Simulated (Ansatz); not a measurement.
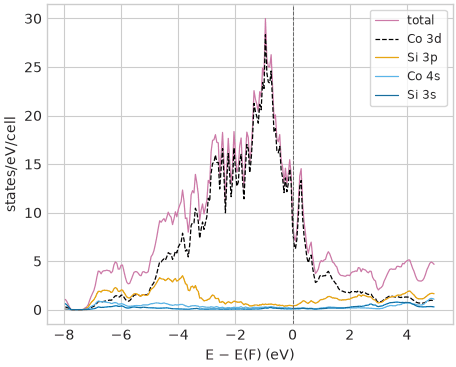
Figure: Total and projected density of states of Co$_{2}$Si in space group Pnma (No. 62; Si on 4c, Co on 4c, Co on 4c), PBEsol in the plane-wave PAW code Ansatz

Which orbitals carry the states next to the Fermi level?

Within 0.5 eV of the Fermi level: Co 3d 91 %. Projections are on Löwdin-orthogonalised atomic valence shells; empty p or d shells of many metals are not among them.

Where is the tallest occupied peak in this window, and what makes it?

Near -0.9 eV, about 30 states/eV per cell; the largest projected share is Co 3d.

Symmetry was held in the PBEsol relaxation. Magnetic state: ferromagnetic, the only order run, not a proven ground state.

Potentials: the later of the program's two PAW sets.
